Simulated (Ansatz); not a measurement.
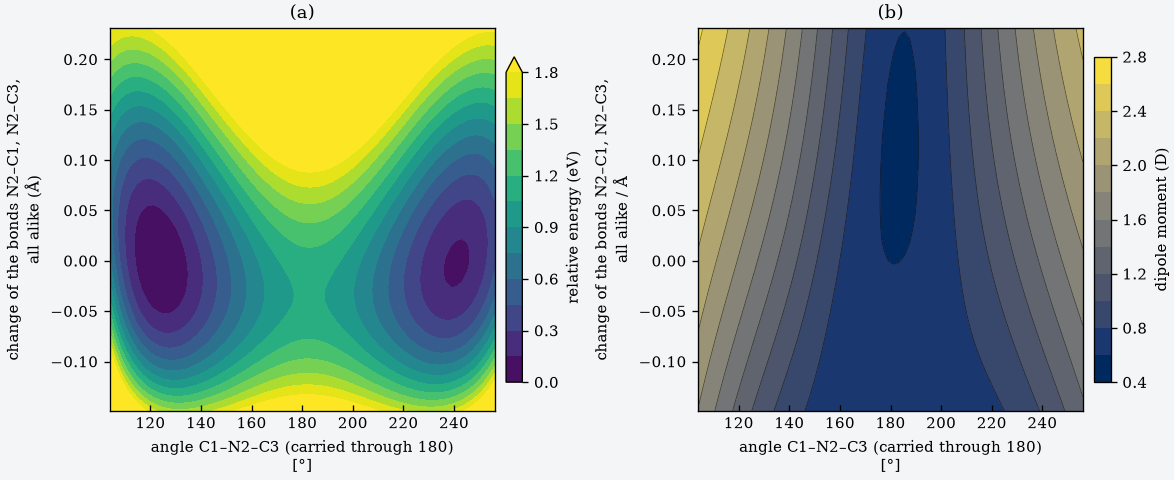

C3H9NSi, SMILES CN=CC[SiH3]. The first coordinate is: angle C1–N2–C3 (carried through 180); the second: change of the bonds N2–C1, N2–C3, all alike. Nothing is relaxed (all other coordinates rigid). Grid: 9 × 9 points. Points are written as (first, second). Energies are in eV, from the relaxed molecule at the same level. Theory: RKS B3LYP-D4/def2-SVP (Ansatz 0.2.0).

Panel (a) is the energy; panel (b) is the computed dipole moment, in D.

Drawn: filled contours, one colour for all values above the top of the scale. Between grid points the surface is interpolated.

Q: How does the dipole moment vary over the map, and what is it at the lowest grid point?

A: Leaving out the highest fifth of the energies, it runs from 0.57 D at (180°, 0.088 Å) to 2.63 D at (104°, 0.231 Å). At the lowest grid point, (123°, −0.007 Å), it is 1.69 D.

| second ↓, first → | 104 | 123 | 142 | 161 | 180 | 199 | 218 | 237 | 256 |
| --- | --- | --- | --- | --- | --- | --- | --- | --- | --- |
| 0.231 | 2.63 | 2.23 | 1.70 | 1.07 | 0.63 | 0.75 | 1.27 | 1.82 | 2.25 |
| 0.183 | 2.55 | 2.15 | 1.62 | 1.02 | 0.59 | 0.73 | 1.23 | 1.74 | 2.17 |
| 0.136 | 2.46 | 2.05 | 1.54 | 0.96 | 0.57 | 0.72 | 1.17 | 1.66 | 2.08 |
| 0.088 | 2.37 | 1.94 | 1.44 | 0.89 | 0.57 | 0.71 | 1.11 | 1.57 | 1.98 |
| 0.041 | 2.27 | 1.82 | 1.33 | 0.83 | 0.58 | 0.70 | 1.05 | 1.47 | 1.87 |
| −0.007 | 2.15 | 1.69 | 1.21 | 0.77 | 0.60 | 0.70 | 0.97 | 1.35 | 1.75 |
| −0.054 | 2.04 | 1.55 | 1.09 | 0.73 | 0.64 | 0.71 | 0.89 | 1.23 | 1.63 |
| −0.102 | 1.92 | 1.40 | 0.96 | 0.70 | 0.70 | 0.72 | 0.82 | 1.10 | 1.50 |
| −0.149 | 1.79 | 1.25 | 0.86 | 0.71 | 0.76 | 0.75 | 0.75 | 0.97 | 1.36 |
